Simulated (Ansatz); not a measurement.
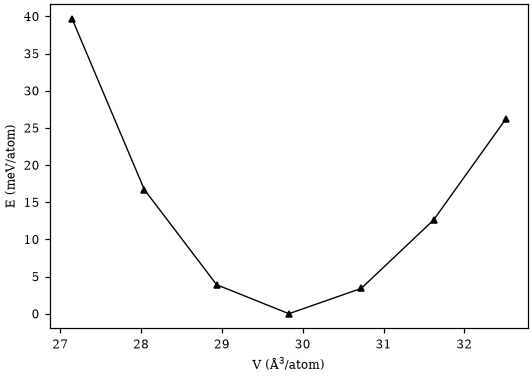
Figure. Sb (A7 (α-As type), R-3m) under volume change, the program Ansatz at the PBEsol level (PAW), shape and atoms relaxed at each volume.

What does a third-order Birch–Murnaghan fit give for V₀, B₀ and B′?

V₀ = 29.84 Å³/atom, B₀ = 42.0 GPa, B′ = 5.9.

The PBEsol relaxation kept the symmetry of its start. Scalar-relativistic: spin–orbit coupling is off unless named, which matters more the heavier the elements.

Potentials: the later of the program's two PAW sets.
